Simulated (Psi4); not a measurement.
## Run report: PH2 (charge +1), geometry relaxation (part 2 of 2)

Continued. System: PH2, charge +1. Method: BLYP/cc-pVDZ, RKS (Psi4 1.11). The starting geometry was optimised with BLYP/cc-pVDZ.

Geometry of the input (Å):
```
P  0.5269  -0.3101  0.2588
H  0.1025  1.0765  0.1727
H  -0.6645  -0.7457  -0.4488
```

## Log, continued
```
    Molecular point group: c1
    Full point group: Cs

    Geometry (in Angstrom), charge = 1, multiplicity = 1:

       Center              X                  Y                   Z               Mass
    ------------   -----------------  -----------------  -----------------  -----------------
         P            0.054861838036    -0.029141437863     0.000000000000    30.973761998420
         H           -0.353222067332     1.369943573513    -0.000000000000     1.007825032230
         H           -1.332861786298    -0.474331803803    -0.000000000000     1.007825032230

  Running in c1 symmetry.

  Rotational constants: A =      8.61714  B =      7.67098  C =      4.05829 [cm^-1]
  Rotational constants: A = 258335.44480  B = 229970.12512  C = 121664.46222 [MHz]
  Nuclear repulsion =   11.146413548350868

  Charge       = 1
  Multiplicity = 1
  Electrons    = 16
  Nalpha       = 8
  Nbeta        = 8

  ==> Algorithm <==

  SCF Algorithm Type is DF.
  DIIS enabled.
  MOM disabled.
  Fractional occupation disabled.
  Guess Type is READ.
  Energy threshold   = 1.00e-08
  Density threshold  = 1.00e-08
  Integral threshold = 1.00e-12

  ==> Primary Basis <==

  Basis Set: CC-PVDZ
    Blend: CC-PVDZ
    Number of shells: 14
    Number of basis functions: 28
    Number of Cartesian functions: 29
    Spherical Harmonics?: true
    Max angular momentum: 2

  ==> DFT Potential <==

   => LibXC <=

    Version 7.1.2

   => Composite Functional: BLYP <=

    BLYP GGA Exchange-Correlation Functional

    Deriv               =              1
    GGA                 =           TRUE
    Meta                =          FALSE

    Exchange Hybrid     =          FALSE
    MP2 Hybrid          =          FALSE

   => Exchange Functionals <=

    1.0000     XC_GGA_X_B88

   => Correlation Functionals <=

    1.0000     XC_GGA_C_LYP

   => LibXC Density Thresholds  <==

    XC_GGA_C_LYP:  1.00E-14
    XC_GGA_X_B88:  1.00E-15

   => Molecular Quadrature <=

    Radial Scheme          =       TREUTLER
    Pruning Scheme         =           NONE
    Nuclear Scheme         =       TREUTLER

    Blocking Scheme        =         OCTREE
    BS radius alpha        =              1
    Pruning alpha          =              1
    Radial Points          =             75
    Spherical Points       =            302
    Total Points           =          65040
    Total Blocks           =            547
    Max Points             =            254
    Max Functions          =             28
    Weights Tolerance      =       1.00E-15

   => Loading Basis Set <=

    Name: (CC-PVDZ AUX)
    Role: JKFIT
    Keyword: DF_BASIS_SCF

   => Loading Basis Set <=

    Name: CC-PVDZ
    Role: ORBITAL
    Keyword: BASIS

  Reading orbitals from file scr/output.180.npy, no projection.

  ==> Integral Setup <==

  DFHelper Memory: AOs need 0.001 GiB; user supplied 1.064 GiB.
  SCF_SUBTYPE=INCORE selected. In-core MEM_DF algorithm will be used.
  Using in-core AOs.

  ==> MemDFJK: Density-Fitted J/K Matrices <==

    J tasked:                   Yes
    K tasked:                    No
    wK tasked:                   No
    Memory [MiB]:              1089
    Algorithm:                 Core
    Schwarz Cutoff:           1E-12
    Mask sparsity (%):       0.0000
    Fitting Condition:        1E-10

   => Auxiliary Basis Set <=

  Basis Set: (CC-PVDZ AUX)
    Blend: CC-PVDZ-JKFIT
    Number of shells: 54
    Number of basis functions: 158
    Number of Cartesian functions: 180
    Spherical Harmonics?: true
    Max angular momentum: 3

  Cached 100.0% of DFT collocation blocks in 0.053 [GiB].

  Minimum eigenvalue in the overlap matrix is 2.7627433459E-02.
  Reciprocal condition number of the overlap matrix is 8.0959985259E-03.
    Using symmetric orthogonalization.

  ==> Pre-Iterations <==

  SCF Guess: Orbitals guess was supplied from a previous computation.

   -------------------------------------------------------
    Irrep   Nso     Nmo     Nalpha   Nbeta   Ndocc  Nsocc
   -------------------------------------------------------
     A         28      28       8       8       8       0
   -------------------------------------------------------
    Total      28      28       8       8       8       0
   -------------------------------------------------------

  ==> Iterations <==

                           Total Energy        Delta E     RMS |[F,P]|

   @DF-RKS iter   0:  -342.13551171652188   -3.42136e+02   2.92588e-04
   @DF-RKS iter   1:  -342.13904002632648   -3.52831e-03   4.45633e-05 DIIS
   @DF-RKS iter   2:  -342.13904096298518   -9.36659e-07   2.53312e-05 DIIS
   @DF-RKS iter   3:  -342.13904138834499   -4.25360e-07   1.73924e-06 DIIS
   @DF-RKS iter   4:  -342.13904138986101   -1.51601e-09   1.04673e-06 DIIS
   @DF-RKS iter   5:  -342.13904139057666   -7.15659e-10   2.13767e-08 DIIS
   @DF-RKS iter   6:  -342.13904139057695   -2.84217e-13   9.73689e-10 DIIS
  Energy and wave function converged.

  ==> Post-Iterations <==

   Electrons on quadrature grid:
      Ntotal   =   16.0000029637 ; deviation = 2.964e-06

    Orbital Energies [Eh]
    ---------------------

    Doubly Occupied:

       1A    -76.791068     2A     -6.701864     3A     -4.939121
       4A     -4.923185     5A     -4.919736     6A     -0.882320
       7A     -0.637800     8A     -0.571442

    Virtual:

       9A     -0.503585    10A     -0.275099    11A     -0.237293
      12A      0.012341    13A      0.025033    14A      0.084188
      15A      0.087072    16A      0.093664    17A      0.103049
      18A      0.104211    19A      0.220206    20A      0.259384
      21A      0.403243    22A      0.525314    23A      1.000435
      24A      1.025888    25A      1.115024    26A      1.196833
      27A      1.582353    28A      1.621717

    Final Occupation by Irrep:
              A
    DOCC [     8 ]
    NA   [     8 ]
    NB   [     8 ]

  @DF-RKS Final Energy:  -342.13904139057695

   => Energetics <=

    Nuclear Repulsion Energy =             11.1464135483508677
    One-Electron Energy =                -489.0005766589147242
    Two-Electron Energy =                 159.3259228457145582
    DFT Exchange-Correlation Energy =     -23.6108011257276615
    Empirical Dispersion Energy =           0.0000000000000000
    VV10 Nonlocal Energy =                  0.0000000000000000
    Total Energy =                       -342.1390413905769492

Computation Completed

Properties will be evaluated at   0.000000,   0.000000,   0.000000 [a0]

Properties computed using the SCF density matrix

 Multipole Moments:

 ------------------------------------------------------------------------------------
     Multipole            Electronic (a.u.)      Nuclear  (a.u.)        Total (a.u.)
 ------------------------------------------------------------------------------------

 L = 1.  Multiply by 2.5417464519 to convert [e a0] to [Debye]
 Dipole X            :          1.2087540           -1.6311290           -0.4223749
 Dipole Y            :         -0.6420644            0.8664209            0.2243566
 Dipole Z            :          0.0000000           -0.0000000            0.0000000
 Magnitude           :                                                    0.4782640

 ------------------------------------------------------------------------------------

	total time  =          1 seconds =       0.02 minutes

         ------------------------------------------------------------
                                   SCF GRAD
         ------------------------------------------------------------

  ==> Geometry <==

    Molecular point group: c1
    Full point group: Cs

    Geometry (in Angstrom), charge = 1, multiplicity = 1:

       Center              X                  Y                   Z               Mass
    ------------   -----------------  -----------------  -----------------  -----------------
         P            0.054861838036    -0.029141437863     0.000000000000    30.973761998420
         H           -0.353222067332     1.369943573513    -0.000000000000     1.007825032230
         H           -1.332861786298    -0.474331803803    -0.000000000000     1.007825032230

  Nuclear repulsion =   11.146413548350868

  ==> Basis Set <==

  Basis Set: CC-PVDZ
    Blend: CC-PVDZ
    Number of shells: 14
    Number of basis functions: 28
    Number of Cartesian functions: 29
    Spherical Harmonics?: true
    Max angular momentum: 2

  ==> DFJKGrad: Density-Fitted SCF Gradients <==

    Gradient:                    1
    J tasked:                  Yes
    K tasked:                   No
    wK tasked:                  No
    Integrals threads:           1
    Memory [MiB]:             1144
    Schwarz Cutoff:          1E-12
    Fitting Condition:       1E-10

   => Auxiliary Basis Set <=

  Basis Set: (CC-PVDZ AUX)
    Blend: CC-PVDZ-JKFIT
    Number of shells: 54
    Number of basis functions: 158
    Number of Cartesian functions: 180
    Spherical Harmonics?: true
    Max angular momentum: 3

  ==> DFT Potential <==

   => LibXC <=

    Version 7.1.2

   => Composite Functional: BLYP <=

    BLYP GGA Exchange-Correlation Functional

    Deriv               =              1
    GGA                 =           TRUE
    Meta                =          FALSE

    Exchange Hybrid     =          FALSE
    MP2 Hybrid          =          FALSE

   => Exchange Functionals <=

    1.0000     XC_GGA_X_B88

   => Correlation Functionals <=

    1.0000     XC_GGA_C_LYP

   => LibXC Density Thresholds  <==

    XC_GGA_C_LYP:  1.00E-14
    XC_GGA_X_B88:  1.00E-15

   => Molecular Quadrature <=

    Radial Scheme          =       TREUTLER
    Pruning Scheme         =           NONE
    Nuclear Scheme         =       TREUTLER

    Blocking Scheme        =         OCTREE
    BS radius alpha        =              1
    Pruning alpha          =              1
    Radial Points          =             75
    Spherical Points       =            302
    Total Points           =          65040
    Total Blocks           =            547
    Max Points             =            254
    Max Functions          =             28
    Weights Tolerance      =       1.00E-15

  -Total Gradient:
     Atom            X                  Y                   Z
    ------   -----------------  -----------------  -----------------
       1        0.000019296399    -0.000010252258     0.000000000000
       2        0.000027091740     0.000073550717    -0.000000000000
       3       -0.000045771293    -0.000063626114    -0.000000000000

	total time  =          0 seconds =       0.00 minutes

    			-----------------------------------------

    			 OPTKING 3.0: for geometry optimizations

    			        with contributions from

    			-----------------------------------------

	                            ===> Fragment 1 <==

	 Z (Atomic Numbers)          Masses                          Geom
	      15.000000            30.973762          0.10367385 -0.05506934  0.00000000
	       1.000000             1.007825         -0.66749297  2.58881816 -0.00000000
	       1.000000             1.007825         -2.51874374 -0.89635720 -0.00000000

	 - Coordinate -           - BOHR/RAD -       - ANG/DEG -
	 R(1,2)           =         2.754059           1.457385
	 R(1,3)           =         2.754059           1.457385
	 B(2,1,3)         =         1.597425          91.525701

	        --- Internal Coordinate Step in ANG or DEG, aJ/ANG or AJ/DEG ---
	-------------------------------------------------------------------------------
	           Coordinate      Previous         Force          Change          New
	           ----------      --------        ------          ------        ------
	               R(1,2)       1.45739       -0.00052       -0.00016       1.45722
	               R(1,3)       1.45739       -0.00052       -0.00016       1.45722
	             B(2,1,3)      91.52570       -0.00001       -0.04326      91.48244
	-------------------------------------------------------------------------------

	                                 ==> Convergence Check <==

	Measures of convergence in internal coordinates in au.

	Criteria marked as inactive (o), active & met (*), and active & unmet ( ).

	----------------------------------------------------------------------------------------------
	   Step    Total Energy     Delta E     Max Force     RMS Force      Max Disp      RMS Disp
	----------------------------------------------------------------------------------------------
	  Convergence Criteria     1.00e-06 *    3.00e-04 *             o    1.20e-03 *             o
	----------------------------------------------------------------------------------------------
	     2    -342.13904139   -2.08e-05      1.28e-04 *    9.01e-05 o    7.55e-04 *    5.04e-04 o  ~
	----------------------------------------------------------------------------------------------

Next Geometry in Ang
	Fragment 1 (Ang)

	    P   0.0550266971  -0.0292290045   0.0000000000
	    H  -0.3535395579   1.3695448268  -0.0000000000
	    H  -1.3327091548  -0.4738454905  -0.0000000000

    Final optimized geometry and variables:
    Molecular point group: c1
    Full point group: Cs

    Geometry (in Angstrom), charge = 1, multiplicity = 1:

    P            0.054861838036    -0.029141437863     0.000000000000
    H           -0.353222067332     1.369943573513    -0.000000000000
    H           -1.332861786298    -0.474331803803    -0.000000000000

  Variable Map:
  ----------------------------------------------------------------------------
  "CURRENT ENERGY"              =>    -342.139041390577
  "CURRENT REFERENCE ENERGY"    =>    -342.139041390577
  "DD SOLVATION ENERGY"         =>       0.000000000000
  "DFT FUNCTIONAL TOTAL ENERGY" =>    -342.139041390577
  "DFT TOTAL ENERGY"            =>    -342.139041390577
  "DFT VV10 ENERGY"             =>       0.000000000000
  "DFT XC ENERGY"               =>     -23.610801125728
  "GRID ELECTRONS ALPHA"        =>       8.000001481851
  "GRID ELECTRONS BETA"         =>       8.000001481851
  "GRID ELECTRONS TOTAL"        =>      16.000002963702
  "NUCLEAR REPULSION ENERGY"    =>      11.146413548351
  "ONE-ELECTRON ENERGY"         =>    -489.000576658915
  "OPTIMIZATION ITERATIONS"     =>       2.000000000000
  "PCM POLARIZATION ENERGY"     =>       0.000000000000
  "PE ENERGY"                   =>       0.000000000000
  "SCF ITERATION ENERGY"        =>    -342.139041390577
  "SCF ITERATIONS"              =>       6.000000000000
  "SCF TOTAL ENERGY"            =>    -342.139041390577
  "TWO-ELECTRON ENERGY"         =>     159.325922845715
  "XC GRID RADIAL POINTS"       =>      75.000000000000
  "XC GRID SPHERICAL POINTS"    =>     302.000000000000
  "XC GRID TOTAL POINTS"        =>   65040.000000000000

  Array Variable Map:
  ----------------------------------------------------------------------------
  "CURRENT DIPOLE"              =>      -0.422374936217 ... 0.000000000000 1 by 3
  "CURRENT GRADIENT"            =>       0.000019296399 ... -0.000000000000 3 by 3
  "DFT TOTAL GRADIENT"          =>       0.000019296399 ... -0.000000000000 3 by 3
  "SCF DIPOLE"                  =>      -0.422374936217 ... 0.000000000000 1 by 3
  "SCF TOTAL ENERGIES"          =>    -342.135511716522 ... -342.139041390577 1 by 7
  "SCF TOTAL GRADIENT"          =>       0.000019296399 ... -0.000000000000 3 by 3

    Psi4 run time: 0:00:03.99
```

## Standard output
```
Optimizer: Optimization complete!
```

## Trajectory as extended XYZ (Å, eV, eV/Å), 2 frames, from step=0 to step=1
```
3
Properties=species:S:1:pos:R:3:forces:R:3 step=0 energy=-9310.07704
P     0.5269   -0.3101    0.2588    0.0691  -0.0407   0.0339
H     0.1025    1.0765    0.1727   -0.0041   0.0927   0.0077
H    -0.6645   -0.7457   -0.4488   -0.0650  -0.0520  -0.0416
3
Properties=species:S:1:pos:R:3:forces:R:3 step=1 energy=-9310.07761
P     0.5269   -0.3100    0.2588   -0.0009   0.0005  -0.0004
H     0.1064    1.0829    0.1755   -0.0010  -0.0038  -0.0010
H    -0.6665   -0.7533   -0.4507    0.0019   0.0033   0.0014
```

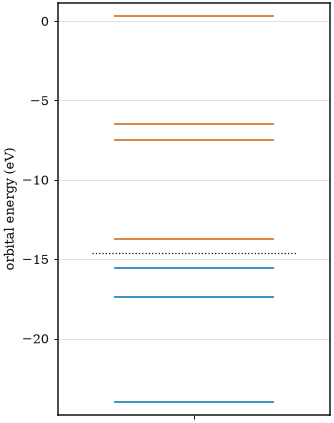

Figure 1. Orbital energies near the frontier; the dotted line parts filled from empty levels, and levels within 0.02 eV of each other stand side by side. Highest filled −15.55 eV, lowest empty −13.70 eV, 1.85 eV apart.

## Key numbers

```json
{"quantity": "outcome", "value": "converged"}
{"quantity": "total energy", "value": "−342.139041 hartree"}
{"quantity": "basis functions", "value": "28"}
{"quantity": "HOMO", "value": "−15.55 eV"}
{"quantity": "LUMO", "value": "−13.70 eV"}
{"quantity": "hardware", "value": "1 thread of Intel Xeon @ 2.50GHz (Skylake/Cascade Lake), 16 GiB of memory available, shared host"}
{"quantity": "wall time", "value": "5.4 s"}
{"quantity": "peak memory", "value": "0.33 GiB"}
```
